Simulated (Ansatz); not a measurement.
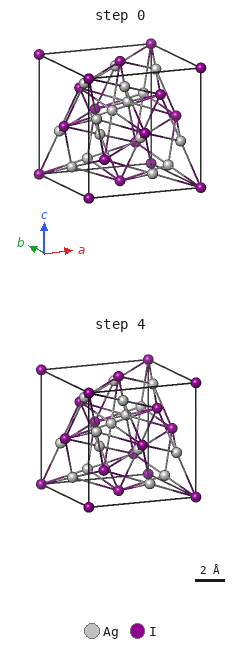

The structure of a crystal of Ag2I (built on the cubic Laves (C15)_227 type) (coarse preliminary run) before (top) and after (bottom) a relaxation, at one scale.

Style: ball-and-stick. Shown: the conventional cell (4 times the calculation's cell), slightly off an axis. Lengths and directions refer to the drawn axes.

Case: cubic Laves (C15) type (Fd-3m, No. 227).

Computed with Ansatz 0.2.0, DFT PBE, scalar-relativistic, plane waves, PAW. Set-up: plane-wave cutoff 420 eV; k-point mesh 4 × 4 × 4; occupations gaussian; smearing width 0.1 eV; no spin polarisation; cell and atoms relaxed; force threshold 0.04 eV/Å; at most 70 steps.

What changed between the two?

Answer. The atoms keep their places relative to the cell (all moves are under 0.005 Å). Cell: a = b = c 8.700 → 8.313 Å (−4.4 %). Volume −12.8 %. Some distances before and after: Ag–I 3.607 → 3.446 Å. The space group stays Fd-3m (No. 227). After 3 accepted moves (4 points after the start) the energy has fallen by 56.2 meV per atom. All forces vanish by symmetry, so only the cell relaxes. The pressure goes from −4.37 to −0.04 GPa. At 1 point the geometry stayed and the basis and grid were re-selected for the new cell (energy shift of 1.0 meV per atom at most each time). Cost: 33 s on 1 thread of Arm Neoverse V1, on a shared host, peak memory 0.44 GiB.
